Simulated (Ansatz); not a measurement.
# C₂H₁₀BOP: a short trajectory

Aim: follow C₂H₁₀BOP for 30 steps with a Nosé-Hoover thermostat (1000 K) and see how far bonds stretch and how energy moves between motion and potential.

Method: revPBE/6-31G* with D3(BJ) dispersion; program: Ansatz 0.2.0, Gaussian basis.

### 1 The relaxed structure

The geometry comes from an earlier relaxation with PBE0-D4 in a triple-zeta def2 set; it is a stationary point, not always the lowest conformer.

15 atoms, charge 0, spin multiplicity 1.

Atoms are counted from 1 here; the program's logs count them from 0.

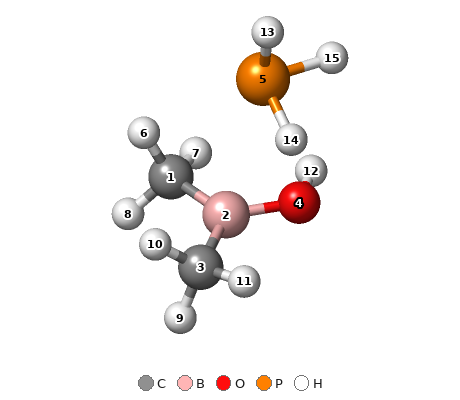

The structure; carbon grey, boron pink, oxygen red, phosphorus orange, hydrogen white; atoms are numbered from 1 in the order of the file.

### 2 The run

Input file in.yaml:

```yaml
crystal:
  periodic: [false, false, false]
  atoms:
    - {symbol: C, position_ang: [-1.356853, 0.050045, 1.438879]}
    - {symbol: B, position_ang: [-0.382890, -0.740375, 0.488276]}
    - {symbol: C, position_ang: [1.105444, -1.042907, 0.882012]}
    - {symbol: O, position_ang: [-0.803178, -1.195315, -0.729936]}
    - {symbol: P, position_ang: [0.661855, 1.701820, -1.778982]}
    - {symbol: H, position_ang: [-1.087795, 1.112541, 1.402531]}
    - {symbol: H, position_ang: [-2.414678, -0.026118, 1.169164]}
    - {symbol: H, position_ang: [-1.247220, -0.254478, 2.483334]}
    - {symbol: H, position_ang: [1.126257, -1.779275, 1.694364]}
    - {symbol: H, position_ang: [1.603643, -0.151560, 1.275058]}
    - {symbol: H, position_ang: [1.694517, -1.442348, 0.054535]}
    - {symbol: H, position_ang: [-1.727932, -0.997403, -0.899227]}
    - {symbol: H, position_ang: [1.340548, 2.694857, -2.534359]}
    - {symbol: H, position_ang: [1.630395, 0.703251, -2.050367]}
    - {symbol: H, position_ang: [-0.164113, 1.316565, -2.865779]}
basis:
  gaussian: {orbitals: "6-31G*"}
hamiltonian: {xc: {name: revPBE}, dispersion: d3bj}
md: {timestep: 1 fs, n_steps: 30, ensemble: nvt_nose_hoover, temperature: 1000, initial_velocities: maxwell_boltzmann, seed: 506}
```

On the command line:

```sh
> ansatz run in.yaml --threads 4 --pin off --events-out ev --progress --plain --max-ram 10444MiB
```

The program printed (excerpt; [...] marks lines left out):

```text
Functional definition: revPBE
  name "revPBE"
  cite "Zhang & Yang, Phys. Rev. Lett. 80, 890 (1998) doi:10.1103/PhysRevLett.80.890"
  cite "Perdew, Burke & Ernzerhof, Phys. Rev. Lett. 77, 3865 (1996) doi:10.1103/PhysRevLett.77.3865"
[...]
1276 factors; their error is unknown
[...]
mean field -14246.49478648 eV, -523.5490267822 hartree, gradient 2.6e-5 eV, S^2 0.000000; 0 other end points of the search recorded, 0 dependent functions left out
[...]
reference -14246.49482706 eV, -523.5490282733 hartree; 25, 25 occupied and 74, 74 virtual orbitals, 1276 factors
md step     0: t =     0.00 fs  T =  1000.0 K  F+E_penalty+E_count = -14247.18086261 eV  E_kin = 1.680380 eV  conserved = -14245.50048263 eV  (27 SCF iters)
[...]
md step     7: t =     7.00 fs  T =   329.8 K  F+E_penalty+E_count = -14246.00579227 eV  E_kin = 0.554264 eV  conserved = -14245.45293250 eV  (30 SCF iters, 3 dispersion substeps)
[...]
md step    14: t =    14.00 fs  T =   617.9 K  F+E_penalty+E_count = -14246.49328095 eV  E_kin = 1.038285 eV  conserved = -14245.46221827 eV  (30 SCF iters, 3 dispersion substeps)
[...]
md step    21: t =    21.00 fs  T =   646.9 K  F+E_penalty+E_count = -14246.53997053 eV  E_kin = 1.087044 eV  conserved = -14245.46999404 eV  (29 SCF iters, 3 dispersion substeps)
[...]
Total energy: -14245.99166112 eV, -523.5305372660 hartree
Atom 0 at    -1.404882     0.026517     1.434340 Å, force     0.916500     1.572510     3.897578 eV/Å
Atom 1 at    -0.375191    -0.610377     0.444185 Å, force     0.541033    -1.768399    -1.335478 eV/Å
Atom 2 at     1.171162    -1.006729     0.848927 Å, force     0.113791     0.997923     1.972871 eV/Å
Atom 3 at    -0.830137    -1.157247    -0.773259 Å, force    -1.086913     0.579804     0.237479 eV/Å
Atom 4 at     0.653747     1.633570    -1.758517 Å, force     0.353889     1.645021     1.919630 eV/Å
Atom 5 at    -1.263084     1.151825     1.607407 Å, force    -0.570524    -0.660545    -1.273566 eV/Å
Atom 6 at    -2.530010    -0.237003     1.412996 Å, force     1.621602     0.301572     0.138932 eV/Å
Atom 7 at    -0.885272    -0.073874     2.575900 Å, force    -1.676471    -0.912696    -2.245635 eV/Å
Atom 8 at     1.289212    -2.046174     1.274117 Å, force    -0.757451     0.508165    -0.037702 eV/Å
Atom 9 at     1.341963    -0.295029     1.770542 Å, force     0.340278    -1.118449    -1.321701 eV/Å
Atom 10 at     2.087692    -0.989994     0.203674 Å, force    -0.870436     0.638592    -0.212045 eV/Å
Atom 11 at    -1.821593    -0.980404    -0.890334 Å, force     1.429772    -0.158005     0.191680 eV/Å
Atom 12 at     1.474211     2.623656    -2.424144 Å, force    -0.165924    -0.151080     0.032496 eV/Å
Atom 13 at     1.542170     0.614290    -1.976152 Å, force     0.917842    -1.072864    -0.252995 eV/Å
Atom 14 at    -0.097986     1.356842    -2.844837 Å, force    -1.106987    -0.401548    -1.711543 eV/Å
Dipole moment:    -0.210567     0.081175    -0.065590 e Å
```

It took 38 s on 4 threads of Arm Neoverse V1, shared host.

### 3 The trajectory

Every 2 steps, with energies from the start:

| time (fs) | T (K) | potential (meV) | conserved (meV) | P5–H15 (Å) |
| --- | --- | --- | --- | --- |
| 0.0 | 1000 | 0.0 | 0.00 | 1.418 |
| 2.0 | 533 | 848.1 | 62.67 | 1.299 |
| 4.0 | 588 | 712.0 | 18.85 | 1.320 |
| 6.0 | 490 | 890.9 | 32.43 | 1.456 |
| 8.0 | 259 | 1301.4 | 53.91 | 1.582 |
| 10.0 | 487 | 897.7 | 33.39 | 1.631 |
| 12.0 | 614 | 679.0 | 25.14 | 1.585 |
| 14.0 | 618 | 687.6 | 38.26 | 1.460 |
| 16.0 | 616 | 677.2 | 21.34 | 1.322 |
| 18.0 | 337 | 1180.0 | 53.13 | 1.298 |
| 20.0 | 530 | 840.4 | 34.96 | 1.415 |
| 22.0 | 698 | 550.9 | 23.96 | 1.553 |
| 24.0 | 490 | 924.6 | 44.11 | 1.626 |
| 26.0 | 485 | 927.9 | 35.04 | 1.605 |
| 28.0 | 545 | 825.9 | 29.04 | 1.496 |
| 30.0 | 340 | 1189.2 | 43.55 | 1.350 |

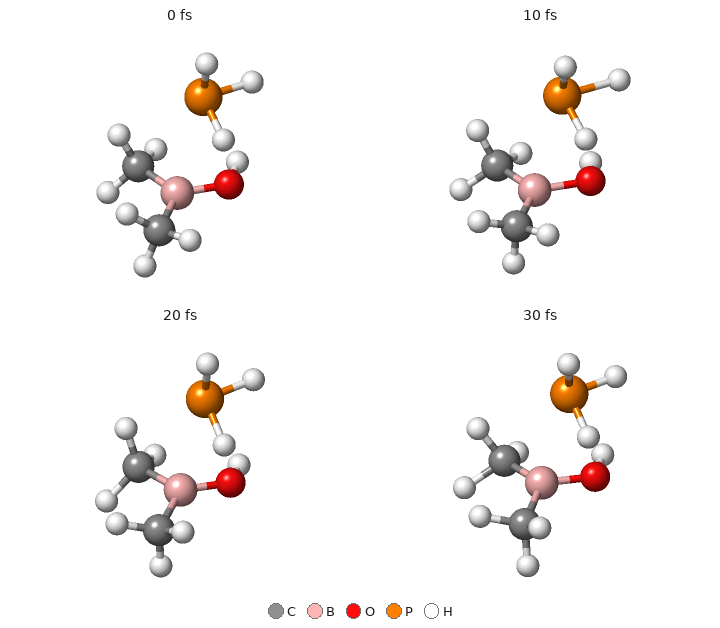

Four frames; sticks are those of the first frame.

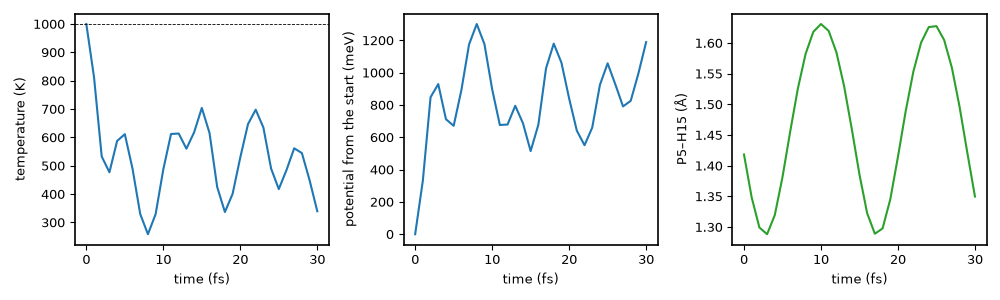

Temperature (the set value dashed), potential energy and the bond that swings most.

Positions (Å) and forces (eV/Å) at 30.0 fs:

```xyz
15

C    -1.405    0.027    1.434    0.916    1.573    3.898
B    -0.375   -0.610    0.444    0.541   -1.768   -1.335
C     1.171   -1.007    0.849    0.114    0.998    1.973
O    -0.830   -1.157   -0.773   -1.087    0.580    0.237
P     0.654    1.634   -1.759    0.354    1.645    1.920
H    -1.263    1.152    1.607   -0.571   -0.661   -1.274
H    -2.530   -0.237    1.413    1.622    0.302    0.139
H    -0.885   -0.074    2.576   -1.676   -0.913   -2.246
H     1.289   -2.046    1.274   -0.757    0.508   -0.038
H     1.342   -0.295    1.771    0.340   -1.118   -1.322
H     2.088   -0.990    0.204   -0.870    0.639   -0.212
H    -1.822   -0.980   -0.890    1.430   -0.158    0.192
H     1.474    2.624   -2.424   -0.166   -0.151    0.032
H     1.542    0.614   -1.976    0.918   -1.073   -0.253
H    -0.098    1.357   -2.845   -1.107   -0.402   -1.712
```

### 4 Summary of results

| quantity | value |
| --- | --- |
| length | 30 steps of 1.0 fs |
| temperature, first and last frame | 1000, 340 K |
| temperature, second half | mean 517 K, from 337 to 704 K |
| swing of the potential | 1301 meV |
| largest change of the conserved energy | 62.67 meV |
| range of P5–H15 | 1.288 to 1.631 Å |

**Reading.** From 1000 K at the start the temperature swings between 259 and 1000 K: with 15 atoms it has no steady value yet; starting near a minimum, about half of the kinetic energy flows into the potential. The conserved energy moves by 62.67 meV, 4.8 % of the potential's swing. P5–H15 swings most, by 0.34 Å; no bond breaks. A run of 30 fs gives no averages.
